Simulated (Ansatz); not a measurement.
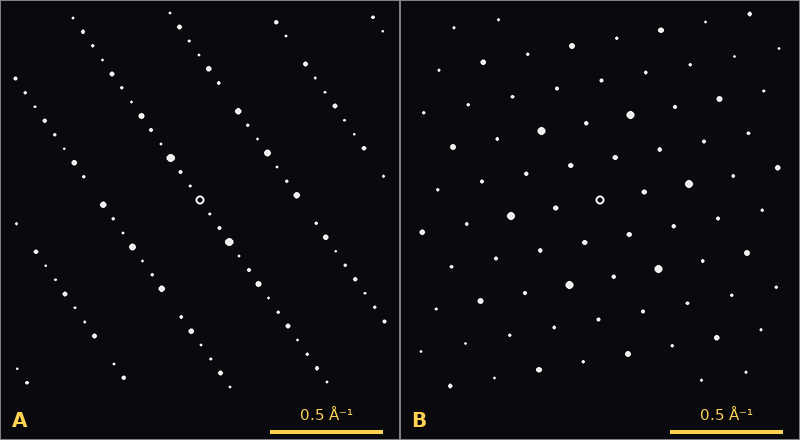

Kinematic electron diffraction patterns (300 kV, B = 0.5 Å², same scale, each along a low-index zone) of two structures of composition Cs2Rb, each relaxed at zero pressure with DFT PBE, scalar-relativistic, plane waves, PAW (Ansatz 0.2.0).

The structures (standard cells):
1. Fd-3m (No. 227), a = 13.925 Å, 24 atoms; generated start, possibly hypothetical
2. R-3m (No. 166), a = 5.413 Å, c = 39.036 Å (hexagonal axes), 9 atoms; generated start, possibly hypothetical

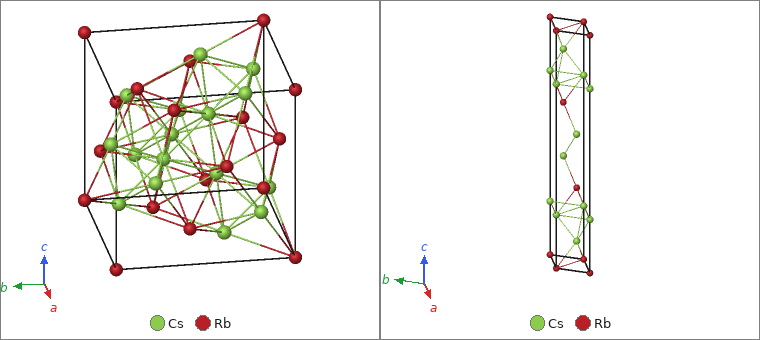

Drawings of the structures 1 to 2, from left to right (each may span several cells).

Q: Which pattern belongs to which structure, and along which zone?

A: A is structure 2 along [210] or an equivalent direction: rectangular net of 0 0 3 (weak) at d = 13.01 Å and 1 -2 0 at d = 2.71 Å, 90.0° apart (some points of this net are extinct or too weak to see). B is structure 1 along [111] or an equivalent direction: hexagonal net of -2 2 0 at d = 4.92 Å and -2 0 2 at d = 4.92 Å, 60.0° apart.

Q: Which structure lies lowest at this level of theory, and by how much?

A: Structure 2 (R-3m, 110.06 Å³ an atom) is the lowest of these; structure 1 (Fd-3m, 112.50 Å³ an atom) lies about 45 meV an atom higher. These are static energies at 0 K; other structures, not shown, may lie lower still.
